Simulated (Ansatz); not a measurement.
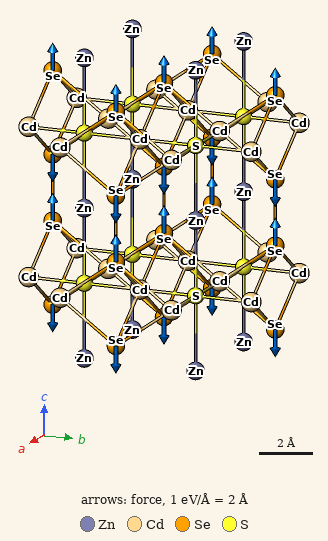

Starting geometry of crystalline ZnCd₂Se₂S (a generated structure, set up in P4/mmm) (coarse preliminary run) with the computed forces as blue arrows. The picture is a ball-and-stick view of the cell of the calculation, seen slightly off an axis.

All numbers below come from DFT PBE, scalar-relativistic, plane waves, PAW in Ansatz. Set-up: plane-wave cutoff 420 eV; k-point mesh 4 × 4 × 4; occupations gaussian; smearing width 0.1 eV; no spin polarisation; cell and atoms relaxed; force threshold 0.04 eV/Å; at most 70 steps.

**Is this structure relaxed? If not, where do the atoms go?**

It isn't relaxed: the largest force vector, on Se atoms, is 0.55 eV/Å. Measured relative to the changing cell, the final displacements run against the starting forces (cosine between the two patterns −1.00). After 5 accepted moves (7 points after the start) the energy has fallen by 1.906 eV per cell of the calculation. Largest force component: 0.55 eV/Å at the start, 0.0098 eV/Å at the end. The pressure goes from 15.71 to 0.01 GPa. At 2 points the geometry stayed and the basis and grid were re-selected for the new cell (energy shift of 14.3 meV per cell of the calculation at most each time). The largest moves relative to the cell, 0.091 Å, are those of Se atoms. Cd and S and Zn stay in place. The volume changes by +19.8 %, with a = b 4.611 → 5.193 Å (+12.6 %), c 5.919 → 5.593 Å (−5.5 %). Among the contacts that change: Se–Se 3.301 → 2.937 Å, Cd–S 2.306 → 2.596 Å, S–Zn 2.960 → 2.797 Å, Cd–Se 2.835 → 2.983 Å. Bond angles that change, for instance: Se–Cd–Se 108.8° → 121.0°, Cd–Se–Cd 108.8° → 121.0°, Se–Cd–Se 71.2° → 59.0°. The space group stays P4/mmm (No. 123). Cost: 2.9 min on 1 thread of AMD EPYC 7571, with other jobs on the host, peak memory 0.56 GiB.
